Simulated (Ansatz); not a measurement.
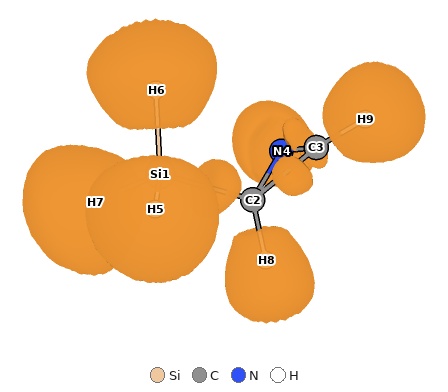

Figure. C2H5NSi (SMILES [SiH3]C1C=N1). Isosurface of the electron localisation function at 0.85 (orange), seen at an oblique angle. Core shells and regions of very low density are left out.

Geometry: PBE0-D4/def2-TZVP.

These are results of Ansatz, RKS PBE0-D4/def2-TZVPP, not measurements.

```xyz
9

Si   -0.4933    0.9050   -0.7529
C     0.3264   -0.6450   -0.1065
C     0.4429   -0.9606    1.3073
N     1.5161   -0.4954    0.8925
H    -1.8340    0.5732   -1.3088
H    -0.6479    1.8713    0.3657
H     0.3199    1.5211   -1.8344
H     0.4473   -1.4747   -0.8043
H     0.0112   -1.3412    2.2245
```

Question: What do the ELF domains correspond to?

Answer: The surface consists of one region between bonded C–C atoms (shared pairs), one region between bonded C–N atoms (shared pairs), one region between bonded C–Si atoms (shared pairs), five regions around hydrogen nuclei and one lobe on N, pointing away from the bonds (lone pairs).

Values along the shortest contacts:
C–N (1.24 Å): the ELF peaks at about 0.85 between the atoms (a multiple bond). C–C (1.45 Å): the ELF peaks at about 0.85 between the atoms, as expected for a covalent bond.
